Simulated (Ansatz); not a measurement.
**C2H3ClGaNO: density, localisation and related maps**

Input

```
crystal:
  periodic: [false, false, false]
  atoms:
    - {symbol: C, position_ang: [-0.649073, -1.399983, 1.002465]}
    - {symbol: Ga, position_ang: [0.459815, -0.181091, -0.016988]}
    - {symbol: Cl, position_ang: [2.550460, -0.471503, -0.375824]}
    - {symbol: N, position_ang: [-0.212866, 1.352849, -0.761311]}
    - {symbol: C, position_ang: [0.108781, 2.310780, -1.413294]}
    - {symbol: O, position_ang: [0.351812, 3.261131, -2.041096]}
    - {symbol: H, position_ang: [-0.927974, -0.929734, 1.947639]}
    - {symbol: H, position_ang: [-1.564427, -1.615511, 0.449310]}
    - {symbol: H, position_ang: [-0.116527, -2.326937, 1.209109]}
basis:
  gaussian: {orbitals: def2-TZVPP}
hamiltonian: {xc: pbe0, dispersion: d4}
output: {orbitals: {seedname: orbitals}}
```

Run with:

```sh
ansatz run in.yaml --threads 4 --pin off --events-out ev --progress --plain --max-ram 10444MiB
```

Geometry: PBE0-D4/def2-TZVP.

Theory: RKS PBE0-D4/def2-TZVPP (Ansatz 0.2.0).

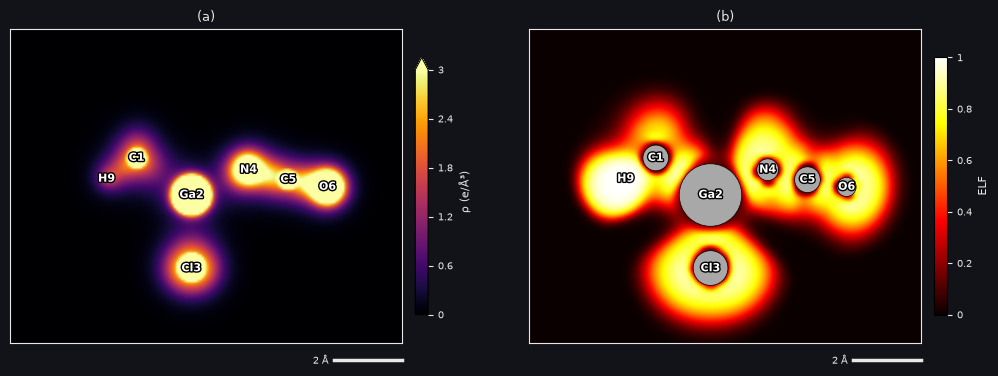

Figure 1. (a) electron density; (b) electron localisation function on the plane of atoms C1, Ga2 and Cl3. Grey discs cover the atomic cores in the ELF map.

Read the bonding off the picture.

- The section cuts through C, Ga, Cl, N, O and H sites.
- C–O (1.16 Å): the density is about 3.7 e/Å³ at the midpoint; the ELF peaks at about 0.85 between the atoms: a short, multiple covalent bond.
- C–N (1.20 Å): ρ at the midpoint is about 3.2 e/Å³; the ELF peaks at about 0.85 between the atoms: a multiple bond.
- Ga–N (1.83 Å): ρ is about 0.85 e/Å³ halfway; the ELF peaks at about 0.85 in the valence shell of N, 0.6 Å from its nucleus, and is about 0.25 at the midpoint.
- C–Ga (1.94 Å): ρ is about 0.82 e/Å³ halfway; the ELF peaks at about 0.90 in the valence shell of C, 0.7 Å from its nucleus, and is about 0.55 at the midpoint.
- Ga–Cl (2.14 Å): ρ is about 0.73 e/Å³ halfway; the ELF peaks at about 0.85 in the valence shell of Cl, 0.9 Å from its nucleus, and is about 0.55 at the midpoint.
- The ELF also peaks beside Cl3, O6 and N4, away from the bonds: lone-pair regions.

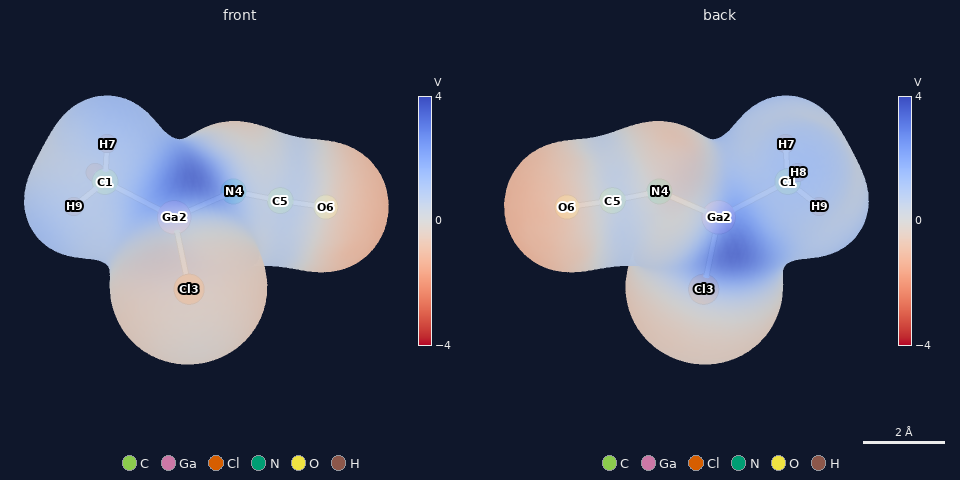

Figure 2. The molecular electrostatic potential painted on the density surface at 0.002 e/bohr³, seen from the front and from behind; red is negative and blue positive.

Where is the surface potential most negative and most positive?

The most negative region (about −1.1 V) lies over O6, the most positive (about +3.3 V) over Ga2. O6 is the likeliest acceptor of a hydrogen bond.

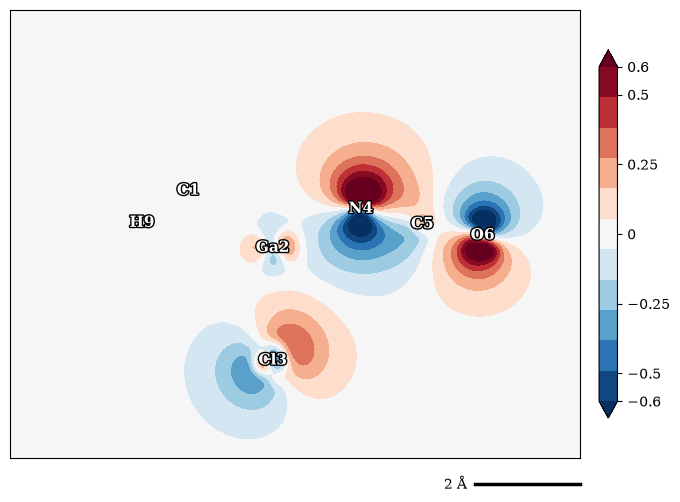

Figure 3. One frontier orbital on the plane of atoms Cl3, Ga2 and N4 (values in Å⁻³ᐟ²; the overall sign is arbitrary).

Which orbital is it: HOMO or LUMO?

The HOMO, at −8.62 eV. It lies mainly on N4 (about 40 %), O6 (about 25 %), Cl3 (about 20 %) and C5 (about 10 %); largely a combination of lone pairs on N4, O6 and Cl3.
